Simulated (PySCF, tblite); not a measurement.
# C₂H₁₂B₂N₂O: a rotation path, then NMR shifts on frames, part 2 of 2

tblite 0.8.0 and PySCF 2.14.0. Atoms count from 0. The steps go on from the part before.

## (5) Shielding tensors: image 5, PBE0/pcSseg-1

What the job is given:

```
{"job": {"kind": "nmr", "xc": "PBE0", "basis": "pcSseg-1", "pop": false}, "charge": 0, "multiplicity": 1}
C     -2.017200     0.465300    -0.519000
C     -1.148300    -0.783700    -0.530400
N     -0.007600    -0.754900     0.403800
B      0.257500     0.391300     1.484600
N      1.504800     0.937400     0.667600
B      1.455400    -0.371700    -0.214200
O      1.417600    -0.032400    -1.593100
H     -2.790500     0.370400    -1.278000
H     -2.493100     0.593700     0.448800
H     -1.421300     1.344400    -0.740500
H     -0.742500    -0.909500    -1.540200
H     -1.780000    -1.649400    -0.306700
H      0.038400    -1.659500     0.851700
H     -0.601800     1.192300     1.598600
H      0.621000    -0.095100     2.505400
H      1.294500     1.750800     0.102000
H      2.355500     1.116800     1.184000
H      2.260900    -1.189000     0.117000
H      1.786700    -0.707900    -2.154500
```

With the program's defaults for keys left out, this is: GIAO PBE0/pcSseg-1 NMR shielding, non-relativistic, gas phase.

Standard output:

```text
coarse grid: 15000 points
cycle   1  E = -317.4182766821  dE =  7.536e-01  |g| = 7.547e-01  |ddm| = 3.587e+00
cycle   2  E = -317.3199809395  dE =  9.830e-02  |g| = 1.069e+00  |ddm| = 1.766e+00
cycle   3  E = -317.5347521643  dE = -2.148e-01  |g| = 1.011e-01  |ddm| = 1.194e+00
cycle   4  E = -317.5366269279  dE = -1.875e-03  |g| = 3.993e-02  |ddm| = 1.137e-01
cycle   5  E = -317.5369815135  dE = -3.546e-04  |g| = 9.207e-03  |ddm| = 4.002e-02
cycle   6  E = -317.5369979857  dE = -1.647e-05  |g| = 3.254e-03  |ddm| = 8.825e-03
cycle   7  E = -317.5370000292  dE = -2.043e-06  |g| = 5.503e-04  |ddm| = 2.088e-03
final grid: 142488 points
cycle   8  E = -317.5775547744  dE = -8.458e-05  |g| = 1.001e-02  |ddm| = 4.237e-02
cycle   9  E = -317.5775424216  dE =  1.235e-05  |g| = 1.277e-02  |ddm| = 1.903e-02
cycle  10  E = -317.5775781600  dE = -3.574e-05  |g| = 1.255e-03  |ddm| = 1.049e-02
cycle  11  E = -317.5775784591  dE = -2.990e-07  |g| = 3.187e-04  |ddm| = 1.109e-03
cycle  12  E = -317.5775784772  dE = -1.816e-08  |g| = 9.740e-05  |ddm| = 3.275e-04
cycle  13  E = -317.5775784790  dE = -1.821e-09  |g| = 2.749e-05  |ddm| = 8.428e-05
cycle  14  E = -317.5775784792  dE = -1.457e-10  |g| = 4.840e-06  |ddm| = 2.389e-05
converged SCF energy = -317.5775784792

GIAO shielding tensors (ppm)
atom      isotropic    diamagn.    paramagn.     s11        s22        s33       span
  0 C      169.090     247.625     -78.535    162.285    168.996    175.990     13.706
  1 C      150.220     243.356     -93.136    126.590    148.929    175.141     48.551
  2 N      220.979     323.262    -102.284    199.946    221.404    241.585     41.638
  3 B      119.413     190.404     -70.991    107.233    115.563    135.442     28.210
  4 N      220.556     320.908    -100.352    197.289    222.539    241.841     44.552
  5 B      105.448     185.335     -79.887     94.475    108.524    113.343     18.867
  6 O      286.077     386.489    -100.412    265.550    272.244    320.437     54.887
  7 H       30.683      28.310       2.373     26.386     27.727     37.938     11.552
  8 H       30.150      29.907       0.242     25.726     28.442     36.280     10.553
  9 H       30.498      31.265      -0.767     26.241     30.212     35.042      8.801
 10 H       28.080      30.805      -2.724     22.988     29.189     32.064      9.076
 11 H       29.364      29.902      -0.537     23.242     28.662     36.189     12.947
 12 H       29.557      34.034      -4.477     20.308     28.167     40.197     19.889
 13 H       28.725      31.651      -2.925     24.882     29.779     31.516      6.634
 14 H       28.793      31.395      -2.602     25.240     28.707     32.433      7.193
 15 H       30.324      32.275      -1.951     25.155     28.040     37.777     12.622
 16 H       29.726      29.915      -0.190     23.278     25.509     40.390     17.112
 17 H       28.052      31.153      -3.101     25.515     27.078     31.563      6.048
 18 H       30.388      30.773      -0.384     22.623     23.956     44.586     21.963
```

It took 62 s on 1 thread, shared host.

This run: δ C1 36.7, C0 17.8, N4 47.2, N2 46.8, H17 3.67, H10 3.64 ppm.

## (6) Nuclear shieldings: image 6, PBE0/pcSseg-1

What the job is given:

```
{"job": {"kind": "nmr", "xc": "PBE0", "basis": "pcSseg-1", "pop": false}, "charge": 0, "multiplicity": 1}
C     -1.875700     0.497600    -0.630700
C     -1.181000    -0.843400    -0.449900
N      0.003700    -0.799300     0.422300
B      0.251900     0.309900     1.542700
N      1.434400     0.956800     0.701200
B      1.414300    -0.313000    -0.238300
O      1.305500     0.082200    -1.598200
H     -2.665500     0.399000    -1.371900
H     -2.318700     0.827700     0.303600
H     -1.166100     1.242700    -0.974400
H     -0.854400    -1.200000    -1.433800
H     -1.902700    -1.563400    -0.049100
H      0.112200    -1.725100     0.815200
H     -0.646200     1.055300     1.723300
H      0.681500    -0.195800     2.527300
H      1.160400     1.783000     0.183500
H      2.296900     1.157200     1.189900
H      2.273000    -1.101200     0.025800
H      1.666400    -0.560700    -2.201700
```

Level: GIAO PBE0/pcSseg-1 NMR shielding, non-relativistic, gas phase.

Standard output:

```text
coarse grid: 15000 points
cycle   1  E = -317.4187250124  dE =  7.547e-01  |g| = 7.571e-01  |ddm| = 3.587e+00
cycle   2  E = -317.3202512324  dE =  9.847e-02  |g| = 1.070e+00  |ddm| = 1.760e+00
cycle   3  E = -317.5359413429  dE = -2.157e-01  |g| = 9.976e-02  |ddm| = 1.191e+00
cycle   4  E = -317.5377608588  dE = -1.820e-03  |g| = 4.004e-02  |ddm| = 1.129e-01
cycle   5  E = -317.5381161063  dE = -3.552e-04  |g| = 9.269e-03  |ddm| = 3.992e-02
cycle   6  E = -317.5381328573  dE = -1.675e-05  |g| = 3.232e-03  |ddm| = 8.942e-03
cycle   7  E = -317.5381348724  dE = -2.015e-06  |g| = 5.546e-04  |ddm| = 2.094e-03
final grid: 142488 points
cycle   8  E = -317.5792052325  dE = -8.457e-05  |g| = 1.007e-02  |ddm| = 4.113e-02
cycle   9  E = -317.5791931918  dE =  1.204e-05  |g| = 1.272e-02  |ddm| = 1.933e-02
cycle  10  E = -317.5792291865  dE = -3.599e-05  |g| = 1.221e-03  |ddm| = 1.042e-02
cycle  11  E = -317.5792294669  dE = -2.804e-07  |g| = 3.405e-04  |ddm| = 1.104e-03
cycle  12  E = -317.5792294875  dE = -2.066e-08  |g| = 9.451e-05  |ddm| = 3.220e-04
cycle  13  E = -317.5792294892  dE = -1.707e-09  |g| = 2.921e-05  |ddm| = 9.322e-05
cycle  14  E = -317.5792294894  dE = -1.628e-10  |g| = 5.090e-06  |ddm| = 2.379e-05
converged SCF energy = -317.5792294894

GIAO shielding tensors (ppm)
atom      isotropic    diamagn.    paramagn.     s11        s22        s33       span
  0 C      170.776     248.259     -77.483    161.617    170.401    180.309     18.692
  1 C      147.966     243.342     -95.377    127.184    145.790    170.922     43.738
  2 N      217.794     323.339    -105.545    193.844    219.306    240.231     46.388
  3 B      119.671     190.336     -70.665    107.492    115.922    135.598     28.106
  4 N      219.496     320.909    -101.413    196.444    221.093    240.952     44.507
  5 B      105.028     185.566     -80.538     93.999    108.032    113.054     19.055
  6 O      286.506     386.847    -100.340    262.984    276.498    320.037     57.053
  7 H       30.692      28.445       2.248     26.422     27.584     38.071     11.648
  8 H       29.860      30.236      -0.377     25.145     28.591     35.842     10.697
  9 H       30.413      31.516      -1.102     25.833     30.941     34.465      8.632
 10 H       28.424      30.757      -2.333     23.857     28.188     33.226      9.369
 11 H       29.194      29.593      -0.399     23.298     28.393     35.892     12.594
 12 H       29.701      33.786      -4.085     20.655     28.331     40.118     19.463
 13 H       28.681      31.596      -2.915     25.091     29.217     31.734      6.643
 14 H       28.818      31.307      -2.489     25.313     28.694     32.447      7.134
 15 H       30.312      32.385      -2.073     25.095     28.214     37.627     12.532
 16 H       29.677      29.968      -0.291     23.216     25.443     40.373     17.156
 17 H       28.056      31.164      -3.108     25.465     27.110     31.592      6.127
 18 H       30.344      30.957      -0.613     22.625     24.017     44.390     21.764
```

Wall time 62 s (1 thread, shared host).

This run: δ C1 39.0, C0 16.1, N2 49.9, N4 48.2, H17 3.66, H10 3.29 ppm.

## (7) NMR shieldings: image 8, PBE0/pcSseg-1

What the job is given:

```
{"job": {"kind": "nmr", "xc": "PBE0", "basis": "pcSseg-1", "pop": false}, "charge": 0, "multiplicity": 1}
C     -1.662500     0.519800    -0.815500
C     -1.254400    -0.858600    -0.315700
N      0.022700    -0.866200     0.407300
B      0.258800     0.140200     1.618100
N      1.278900     0.989900     0.748700
B      1.361500    -0.225300    -0.263200
O      1.222900     0.217800    -1.607500
H     -2.593300     0.441000    -1.372500
H     -1.814700     1.200000     0.016300
H     -0.891900     0.915700    -1.468700
H     -1.172200    -1.534000    -1.176000
H     -2.034500    -1.246800     0.350900
H      0.192500    -1.824300     0.688100
H     -0.704400     0.743200     1.951600
H      0.826800    -0.409200     2.503700
H      0.847200     1.789500     0.301500
H      2.138300     1.291300     1.189000
H      2.291400    -0.938400    -0.034100
H      1.677200    -0.336600    -2.235100
```

Method: GIAO PBE0/pcSseg-1 NMR shielding, non-relativistic, gas phase.

Standard output:

```text
coarse grid: 15000 points
cycle   1  E = -317.4220889778  dE =  7.644e-01  |g| = 7.544e-01  |ddm| = 3.588e+00
cycle   2  E = -317.3276419885  dE =  9.445e-02  |g| = 1.059e+00  |ddm| = 1.718e+00
cycle   3  E = -317.5382834814  dE = -2.106e-01  |g| = 1.001e-01  |ddm| = 1.160e+00
cycle   4  E = -317.5401240855  dE = -1.841e-03  |g| = 3.966e-02  |ddm| = 1.135e-01
cycle   5  E = -317.5404701187  dE = -3.460e-04  |g| = 9.391e-03  |ddm| = 3.907e-02
cycle   6  E = -317.5404874683  dE = -1.735e-05  |g| = 3.159e-03  |ddm| = 9.205e-03
cycle   7  E = -317.5404893871  dE = -1.919e-06  |g| = 5.690e-04  |ddm| = 2.076e-03
final grid: 142488 points
cycle   8  E = -317.5809838324  dE = -7.477e-05  |g| = 1.011e-02  |ddm| = 3.595e-02
cycle   9  E = -317.5809701647  dE =  1.367e-05  |g| = 1.307e-02  |ddm| = 1.887e-02
cycle  10  E = -317.5810076469  dE = -3.748e-05  |g| = 1.206e-03  |ddm| = 1.050e-02
cycle  11  E = -317.5810079220  dE = -2.751e-07  |g| = 3.133e-04  |ddm| = 1.051e-03
cycle  12  E = -317.5810079394  dE = -1.747e-08  |g| = 9.088e-05  |ddm| = 3.144e-04
cycle  13  E = -317.5810079410  dE = -1.575e-09  |g| = 2.758e-05  |ddm| = 8.847e-05
cycle  14  E = -317.5810079412  dE = -1.478e-10  |g| = 4.955e-06  |ddm| = 2.245e-05
converged SCF energy = -317.5810079412

GIAO shielding tensors (ppm)
atom      isotropic    diamagn.    paramagn.     s11        s22        s33       span
  0 C      174.078     249.942     -75.864    160.768    174.290    187.176     26.408
  1 C      143.865     243.363     -99.499    127.010    136.508    168.077     41.067
  2 N      213.089     323.341    -110.251    193.204    211.237    234.827     41.624
  3 B      119.655     191.349     -71.694    108.958    116.048    133.959     25.001
  4 N      218.414     321.160    -102.746    197.151    217.881    240.212     43.061
  5 B      105.246     185.651     -80.405     93.083    107.128    115.527     22.444
  6 O      279.850     386.851    -107.001    263.056    270.677    305.817     42.760
  7 H       30.854      28.805       2.049     26.455     27.510     38.595     12.140
  8 H       30.017      31.164      -1.147     25.501     29.465     35.084      9.582
  9 H       28.874      30.868      -1.994     22.511     29.797     34.313     11.802
 10 H       28.670      30.139      -1.470     23.912     27.544     34.552     10.639
 11 H       28.952      29.477      -0.525     23.349     28.027     35.481     12.132
 12 H       29.811      33.468      -3.657     21.158     28.356     39.918     18.761
 13 H       28.893      31.310      -2.418     26.173     28.233     32.272      6.099
 14 H       28.894      31.329      -2.435     25.626     28.499     32.558      6.932
 15 H       30.216      32.843      -2.627     24.906     28.600     37.141     12.235
 16 H       29.642      30.122      -0.481     23.169     25.173     40.583     17.414
 17 H       28.094      31.067      -2.973     25.341     27.307     31.635      6.293
 18 H       30.164      30.912      -0.748     22.491     24.171     43.829     21.338
```

Wall time 66 s (1 thread, shared host).

This run: δ C1 43.1, C0 12.8, N2 54.6, N4 49.3, H17 3.62, H10 3.05 ppm.

## (8) Run by run: NMR shifts

Shifts (ppm) of some atoms, chosen among heavy atoms and hydrogens apart, with basis size and wall time:

| frame | C1 | C0 | H9 | H8 | N2 | N4 | O6 | functions | time |
| --- | --- | --- | --- | --- | --- | --- | --- | --- | --- |
| image 0 | 43.6 | 15.5 | 1.53 | 0.63 | 60.7 | 42.5 | 48.2 | 179 | 60 s |
| image 2 | 37.8 | 14.7 | 2.04 | 0.76 | 53.1 | 43.5 | 51.2 | 179 | 61 s |
| image 5 | 36.7 | 17.8 | 1.22 | 1.57 | 46.8 | 47.2 | 50.0 | 179 | 62 s |
| image 6 | 39.0 | 16.1 | 1.30 | 1.86 | 49.9 | 48.2 | 49.6 | 179 | 62 s |
| image 8 | 43.1 | 12.8 | 2.84 | 1.70 | 54.6 | 49.3 | 56.2 | 179 | 66 s |

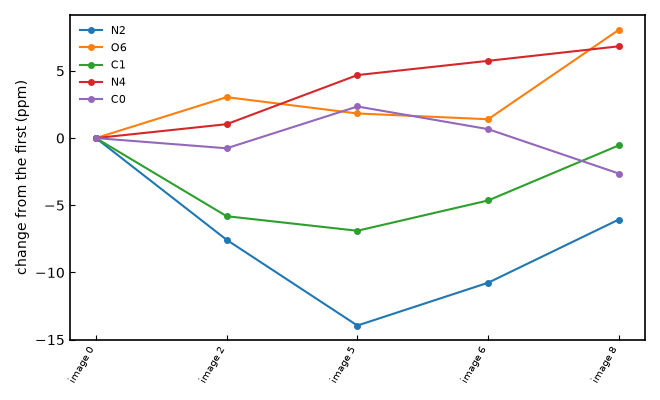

How five of the tabulated atoms move from run to run.

## (9) Summary of results

What follows sums up all 2 parts.

| quantity | value |
| --- | --- |
| barrier | 0.226 eV (5.2 kcal/mol) at image 5 |
| end to end (GFN2-xTB) | 0.095 eV |
| ¹³C shifts against TMS (PBE0/pcSseg-1, image 0) | 43.6, 15.5 ppm |
| ¹H shifts against TMS (PBE0/pcSseg-1, image 0) | 3.69, 2.95, 2.88, 2.71, 2.69, 2.05, 1.64, 1.53, 1.32, 1.18, 1.08, 0.63 ppm |
| ¹⁵N shifts against NH3 (PBE0/pcSseg-1, image 0) | 60.7, 42.5 ppm |
| ¹¹B shifts against BF3·OEt2 (PBE0/pcSseg-1, image 0) | -5.1, -16.2 ppm |
| ¹⁷O shifts against H2O (PBE0/pcSseg-1, image 0) | 48.2 ppm |
| range of the shift of N2 | 46.8 to 60.7 ppm |

What this shows: Along the band the dihedral turns by 126°, and the top (dihedral 7°) lies 5.2 kcal/mol above the start (GFN2-xTB, rough), so at room temperature this motion is fast. The top was not checked by a frequency run. Shifts at one fixed geometry are not the observed spectrum, which averages over the motion. In the first frame run (image 0): The widest tensor belongs to O6: span 63 ppm, with a paramagnetic part of -98 ppm. Across the 5 runs the shift of N2 moves most, between 46.8 (image 5) and 60.7 ppm (image 0).
